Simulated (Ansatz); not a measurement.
HBr···GeH4

Input file:

```
crystal:
  periodic: [false, false, false]
  atoms:
    - {symbol: Br, position_ang: [0.019556, 0.105455, -3.174822]}
    - {symbol: H, position_ang: [-0.334297, -0.600936, -1.991222]}
    - {symbol: Ge, position_ang: [0.067711, 0.108136, 1.039375]}
    - {symbol: H, position_ang: [1.559433, 0.259692, 0.722369]}
    - {symbol: H, position_ang: [-0.669950, 1.418103, 0.741811]}
    - {symbol: H, position_ang: [-0.123072, -0.283694, 2.509305]}
    - {symbol: H, position_ang: [-0.519382, -1.006858, 0.153084]}
basis:
  gaussian: {orbitals: "def2-TZVPPD.json"}
hamiltonian: {xc: pbe0, dispersion: d4}
output: {orbitals: {seedname: orbitals}}
```

Command:

```sh
ansatz run in.yaml --threads 4 --pin off --events-out ev --progress --plain --max-ram 9574MiB
```

Geometry: PBE0-D4/def2-TZVP.

Method: Ansatz 0.2.0, RKS PBE0-D4/def2-TZVPPD.

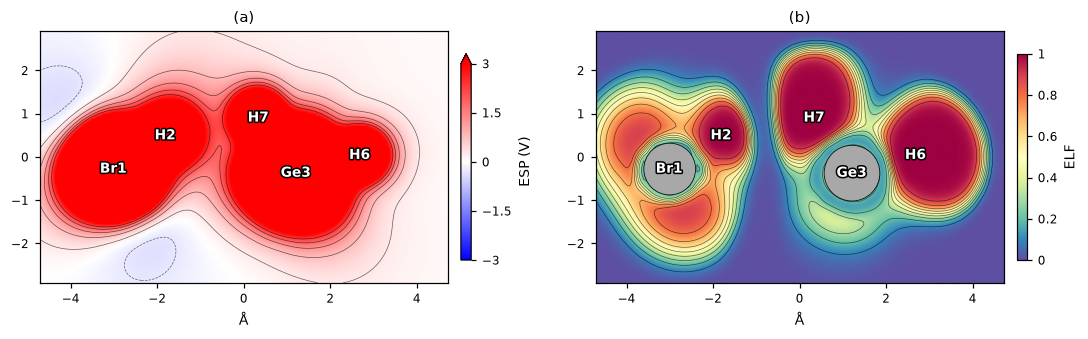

Figure 1. (a) electrostatic potential; (b) electron localisation function on the plane of atoms H6, Ge3 and H7. Grey discs cover the atomic cores in the ELF map.

> Describe what can be read from this map.

Atoms in the plane: Br, H and Ge.
Ge3···H2 (3.14 Å): the ELF dips to about 0.05 between them: a weak contact between the two molecules.
Br–H (1.42 Å): the ELF climbs to about 1 towards the hydrogen, as it does in any bond to H.
Ge–H (1.53 Å): the ELF climbs to about 1 towards the hydrogen.
The ELF also peaks beside Br1, away from the bonds: lone-pair regions.
Outside the dense part of the complex the potential is most negative (−0.4 V) near Br1.

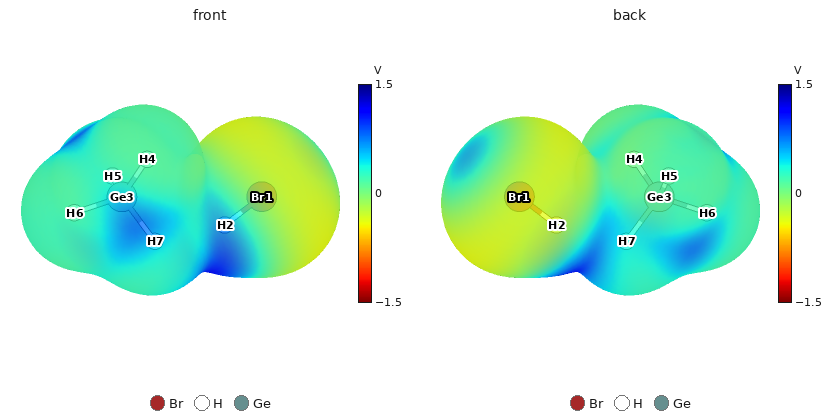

Figure 2. The molecular electrostatic potential painted on the density surface at 0.001 e/bohr³, seen from the front and from behind; the colour scale runs from red (negative) to blue (positive).

> Which sites attract a positive test charge, and which a negative one?

A positive charge is drawn to the negative regions and a negative charge to the positive ones. The most negative region (about −0.4 V) lies over Br1, the most positive (about +1.1 V) over H2. Br1 shows a σ-hole: about +0.6 V at the tip opposite its bond, against about −0.4 V on its flanks.
